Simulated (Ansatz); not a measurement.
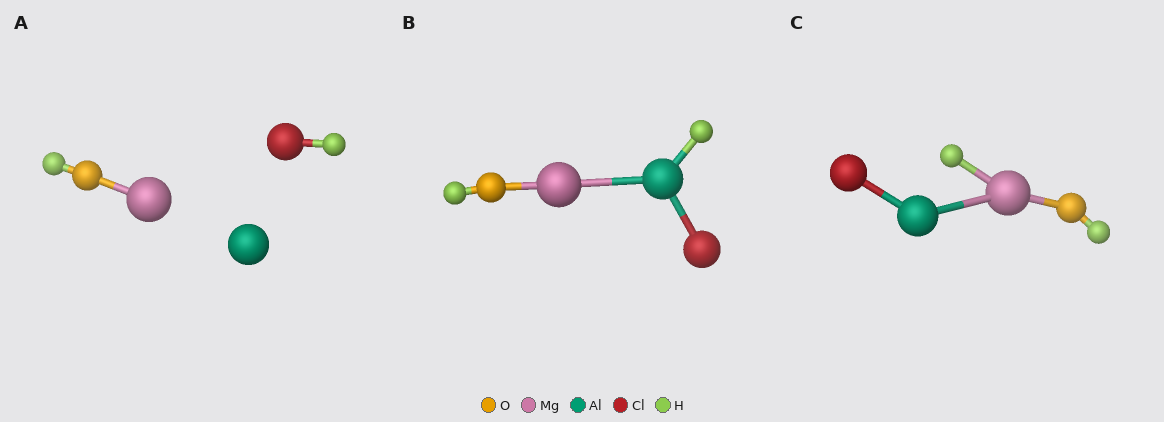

3 stationary structures of one formula. Geometries: PBE0-D4/def2-TZVP. Electronic energies: r2SCAN-D4/def2-TZVPP (Ansatz 0.2.0), without zero-point energy. No frequency run is at hand to confirm each as a minimum. Each is one conformer, not always the lowest.

### Rank them by energy, lowest first.

B is lowest (Cs); C lies 0.711 eV above it (Cs), A lies 3.077 eV above it (Cs).
